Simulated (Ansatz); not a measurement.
## Electronic structure of GeH₄O₃ in real space

Input

```
crystal:
  periodic: [false, false, false]
  atoms:
    - { symbol: Ge, position_ang: [0.0, 0.0, 0.0] }
    - { symbol: O, position_ang: [0.0, 0.0, 1.77] }
    - { symbol: H, position_ang: [-0.9095, -0.2814, 2.1071] }
    - { symbol: O, position_ang: [1.6691, 0.0, -0.5894] }
    - { symbol: H, position_ang: [1.9855, -0.9521, -0.7061] }
    - { symbol: H, position_ang: [-0.73, 1.2648, -0.5162] }
    - { symbol: O, position_ang: [-0.8337, -1.4443, -0.5894] }
    - { symbol: H, position_ang: [-1.2883, -1.91, 0.183] }
basis:
  gaussian: { orbitals: def2-SVP }
hamiltonian:
  xc: pbe
  dispersion: d4
relax:
  f_tol: 0.02
  max_steps: 40
output:
  orbitals: {}
```

Run with:

```sh
ansatz run input.yaml --threads 2 --pin off --max-ram 3072MiB --backend cpu --events-out ev --progress --plain --runs-dir out
```

The fields are those of the relaxed geometry.

Theory: RKS PBE-D4/def2-SVP in Ansatz 0.2.0.

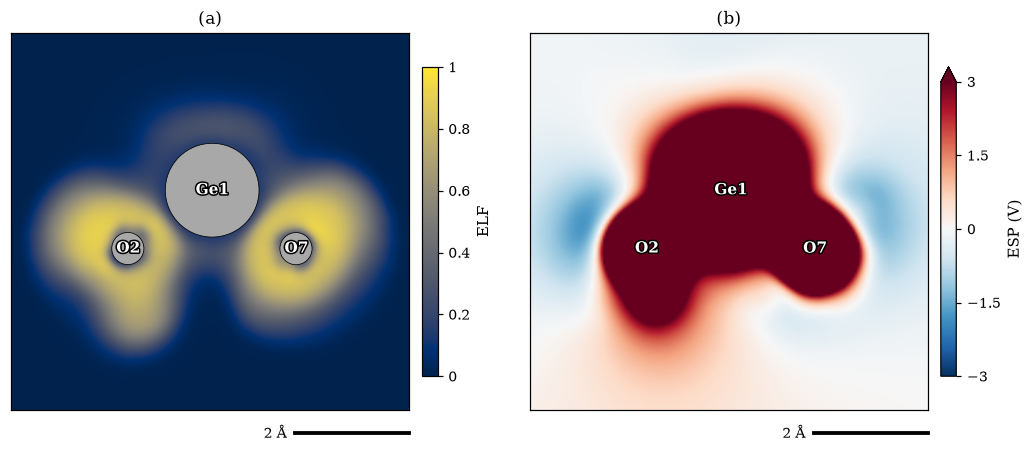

Figure 1. (a) ELF; (b) molecular electrostatic potential on the plane of atoms O2, Ge1 and O7. Grey discs cover the atomic cores in the ELF map.

Interpret the plot.

- The plane passes through Ge and O nuclei.
- Ge–O (1.80 Å): the ELF peaks at about 0.85 in the valence shell of O, 0.6 Å from its nucleus, and is about 0.35 at the midpoint.
- The ELF also peaks beside O7 and O2, away from the bonds: lone-pair regions.
- Outside the dense part of the molecule the potential is most negative (−1.8 V) near O2.

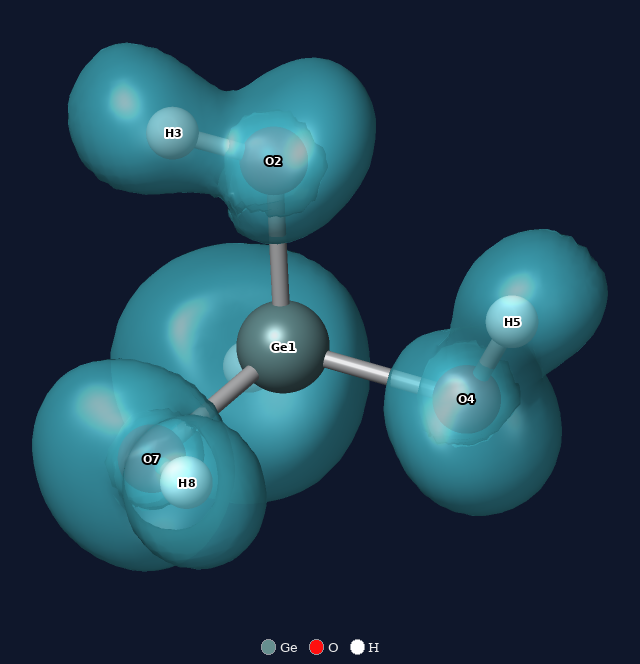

Figure 2. Isosurface of the electron localisation function at 0.75 (cyan), seen at a tilt. Only the valence region is drawn (cores and ρ < 0.01 e/Å³ removed).

Describe the localisation domains.

At this value the surface marks out one region around a hydrogen nucleus and three joined regions spread over several atoms (H, O), in which their bonds and any lone pairs are merged. Profiles from the grid: Ge–O (1.79 Å): the ELF peaks at about 0.85 in the valence shell of O, 0.6 Å from its nucleus, and is about 0.30 at the midpoint. O–H (0.98 Å): the ELF climbs to about 1 towards the hydrogen, as it does in any bond to H: an ordinary covalent bond to hydrogen.

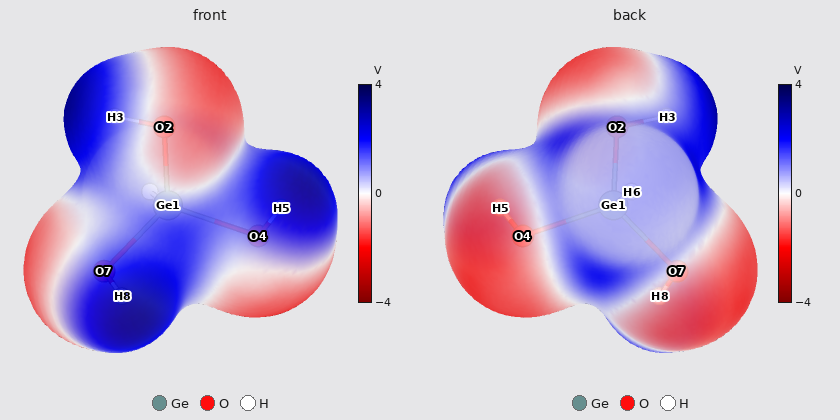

Figure 3. The molecular electrostatic potential painted on the density surface at 0.004 e/bohr³, seen from the front and from behind; the colour scale runs from red (negative) to blue (positive).

Which sites attract a positive test charge, and which a negative one?

A positive charge is drawn to the negative regions and a negative charge to the positive ones. The most negative region (about −1.7 V) lies over O4 and O7, the most positive (about +3.1 V) over H3 and H8.
